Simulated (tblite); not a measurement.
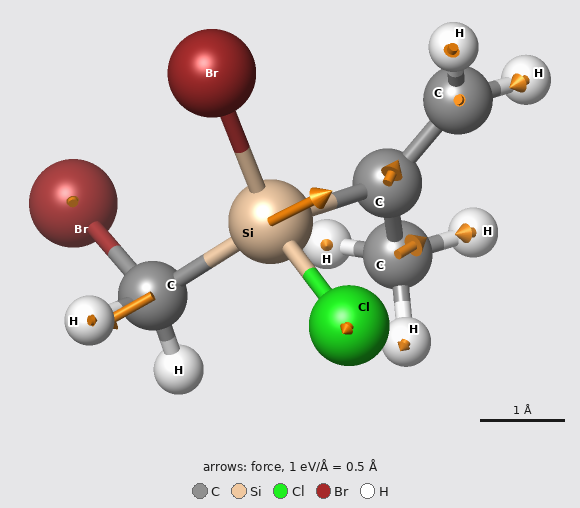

Starting geometry of C4H7Br2ClSi with the computed forces as orange arrows. A ball-and-stick model, seen from a free direction.

Computed with GFN2-xTB geometry optimisation, gas phase in tblite 0.8.0. 

Question: Is this structure relaxed? If not, where do the atoms go?

Answer: It isn't relaxed: the largest force vector, on the Si atom, is 1.95 eV/Å. The final displacements have little in common with the starting forces (cosine between the two patterns 0.06). The energy falls by 17.1 kJ/mol in 118 geometry steps. A Br atom moves most after the best rigid fit: 0.71 Å. By element the largest moves are Br 0.71 Å, Cl 0.68 Å, H 0.65 Å, C 0.42 Å, Si 0.27 Å. Among the contacts that change: C–Si 1.835 → 1.915 Å, C–H 1.109 → 1.087 Å, C–H 1.097 → 1.078 Å, C–Si 1.877 → 1.887 Å. Bond angles that change, for instance: C–Si–Cl 101.7° → 111.8°, Br–Si–C 110.7° → 106.3°, C–Si–C 116.1° → 112.8°. Groups turn about C–Si by about 30°, C–Si by about 25°.
